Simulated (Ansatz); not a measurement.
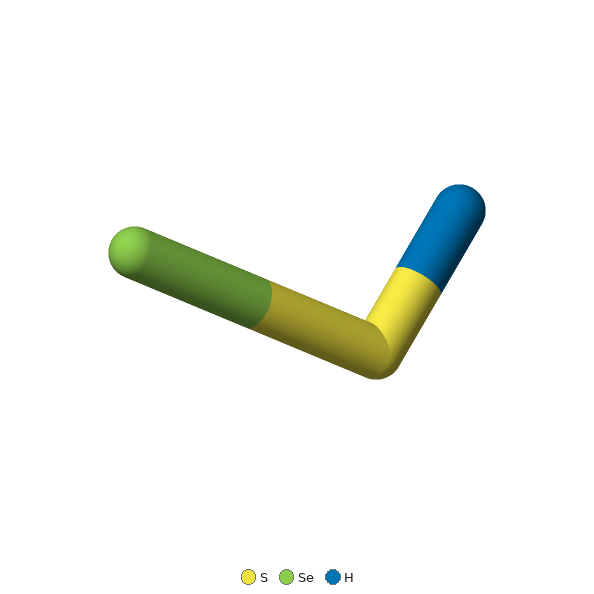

The species is neutral and a spin doublet. Geometry: atoms displaced at random (about 0.13 Å) from a stationary point of GFN2-xTB. Program: Ansatz 0.2.0.

At this fixed geometry, give dipole (D) at these levels: BLYP-D4/def2-TZVPP; PBE-D4/def2-TZVPP; PBE0-D4/def2-TZVPP; UHF-CCSD(T) (frozen core)/def2-TZVPP; r2SCAN-D4/def2-TZVPP; ωB97M-V/def2-TZVPP.

```csv
level,dipole (D)
BLYP-D4/def2-TZVPP,1.38
PBE-D4/def2-TZVPP,1.36
PBE0-D4/def2-TZVPP,1.33
UHF-CCSD(T) (frozen core)/def2-TZVPP,1.31
r2SCAN-D4/def2-TZVPP,1.38
ωB97M-V/def2-TZVPP,1.26
```
